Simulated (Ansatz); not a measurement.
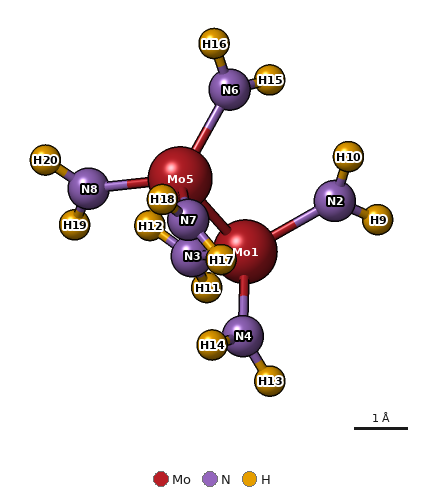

**Figure 1.** The structure as given in the input (ball-and-stick view, seen at a tilt; atoms are numbered from 1 in the order of the input). Sticks mark near contacts. Bond lengths as drawn: H–N 1.03 Å, Mo–Mo 2.21 Å and Mo–N 1.96 Å.

**Mo2N6H12: a changed input and its effect**

System: Mo2N6H12 (Mo2(NH2)6), multiplicity 3.
Method of run A: UKS PBE0-D4/def2-TZVP (Ansatz 0.2.0).

The geometry comes from this level: PBE-D4/def2-SVP. Text and figures count atoms from 1; the logs count them from 0 in places.

Input, run A:
```yaml
crystal:
  periodic: [false, false, false]
  atoms:
    - {symbol: Mo, position_ang: [-0.210519, -0.712637, 0.815801]}
    - {symbol: N, position_ang: [-2.144826, -0.473892, 1.043950]}
    - {symbol: N, position_ang: [0.927323, -0.002684, 2.248231]}
    - {symbol: N, position_ang: [0.366431, -2.404323, 0.005966]}
    - {symbol: Mo, position_ang: [0.210525, 0.712588, -0.815814]}
    - {symbol: N, position_ang: [-1.307014, 1.945452, -0.649263]}
    - {symbol: N, position_ang: [0.196558, -0.476441, -2.376757]}
    - {symbol: N, position_ang: [1.961532, 1.411835, -0.272166]}
    - {symbol: H, position_ang: [-2.680109, -0.975841, 1.762526]}
    - {symbol: H, position_ang: [-2.782829, 0.057016, 0.440977]}
    - {symbol: H, position_ang: [1.001271, -0.455257, 3.167238]}
    - {symbol: H, position_ang: [1.440263, 0.885766, 2.254567]}
    - {symbol: H, position_ang: [0.279096, -3.304643, 0.492422]}
    - {symbol: H, position_ang: [0.873400, -2.532505, -0.876646]}
    - {symbol: H, position_ang: [-2.000379, 1.982090, 0.105982]}
    - {symbol: H, position_ang: [-1.447062, 2.735386, -1.290530]}
    - {symbol: H, position_ang: [-0.092906, -1.460131, -2.408867]}
    - {symbol: H, position_ang: [0.393597, -0.139170, -3.326645]}
    - {symbol: H, position_ang: [2.563538, 1.067094, 0.483608]}
    - {symbol: H, position_ang: [2.452110, 2.140300, -0.804610]}
basis:
  gaussian: {orbitals: def2-TZVP}
magnetization: {spin_polarized: true, initial_magnetization: 2}
hamiltonian: {xc: pbe0, dispersion: d4}
scf: {omitted_lower_state_checks: [starts]}
output: {orbitals: {seedname: orbitals}}
```

Command:
```bash
ansatz run in.yaml --threads 4 --pin off --events-out ev --progress --plain --max-ram 8704MiB
```

Hardware: 4 threads of Arm Neoverse V2, 23 GiB of memory available, shared host.

Output (run A):
```
Functional definition: PBE0
  parameter a = 0.25
  parameter kappa = 0.804
  parameter beta = 0.06672455060314922
  exchange = (1 - a)*pbe_x(kappa = kappa, mu = beta*pi^2/3) + a*exact_x
  correlation = pbe_c(beta = beta)
these checks for a lower state are left out or cut short: starts
2214 factors; their error is unknown
mean field evaluation 1: about -12810.5234 eV, gradient 9.3e1 eV
mean field evaluation 2: about -12738.4301 eV, gradient 1.5e2 eV
mean field evaluation 4: about -12841.6220 eV, gradient 1.3e1 eV
mean field evaluation 8: about -12842.5529 eV, gradient 1.1e0 eV
mean field evaluation 16: about -12842.7287 eV, gradient 1.3e-1 eV
mean field evaluation 32: about -12842.7293 eV, gradient 4.0e-4 eV
mean field -12842.72932117 eV, -471.9615974386 hartree, gradient 8.9e-6 eV, S^2 2.008664; 0 other end points of the search recorded, 0 dependent functions left out
reference -12842.72939806 eV, -471.9616002640 hartree; 42, 40 occupied and 296, 298 virtual orbitals, 2214 factors
Total energy: -12843.34640503 eV, -471.9842748519 hartree
Checks for a lower state left out: starts
```

For run B the input was changed thus:
```diff
-magnetization: {spin_polarized: true, initial_magnetization: 2}
+total_charge: 1
+magnetization: {spin_polarized: true, initial_magnetization: 1}
```

How does run B compare with run A?

The total energies belong to different systems, so their difference says nothing on which is more stable or more accurate. The HOMO goes from −3.32 to −10.98 eV. The LUMO goes from −3.37 to −9.26 eV. On the same kind of shared host run B took about 2.9 times as long.

Output (run B):
```
Functional definition: PBE0
  parameter a = 0.25
  parameter kappa = 0.804
  parameter beta = 0.06672455060314922
  exchange = (1 - a)*pbe_x(kappa = kappa, mu = beta*pi^2/3) + a*exact_x
  correlation = pbe_c(beta = beta)
these checks for a lower state are left out or cut short: starts
2214 factors; their error is unknown
mean field evaluation 1: about -12798.7370 eV, gradient 1.0e2 eV
mean field evaluation 2: about -12619.7290 eV, gradient 2.2e2 eV
mean field evaluation 4: about -12837.2098 eV, gradient 1.1e1 eV
mean field evaluation 8: about -12837.7418 eV, gradient 6.5e-1 eV
mean field evaluation 16: about -12837.8729 eV, gradient 6.8e-3 eV
mean field evaluation 32: about -12837.8729 eV, gradient 4.0e-4 eV
mean field -12837.87295286 eV, -471.7831291949 hartree, gradient 9.6e-6 eV, S^2 0.755689; 0 other end points of the search recorded, 0 dependent functions left out
reference -12837.87301403 eV, -471.7831314428 hartree; 41, 40 occupied and 297, 298 virtual orbitals, 2214 factors
Total energy: -12838.45562836 eV, -471.8045421245 hartree
Checks for a lower state left out: starts
```

The two runs side by side:

```tsv
quantity	run A	run B
outcome	converged	converged
total energy (hartree)	−471.984275	−471.804542
HOMO (eV)	−3.32	−10.98
LUMO (eV)	−3.37	−9.26
⟨S²⟩	2.009	0.756
basis functions	338	338
wall time (shared host)	75 s	3.6 min
```
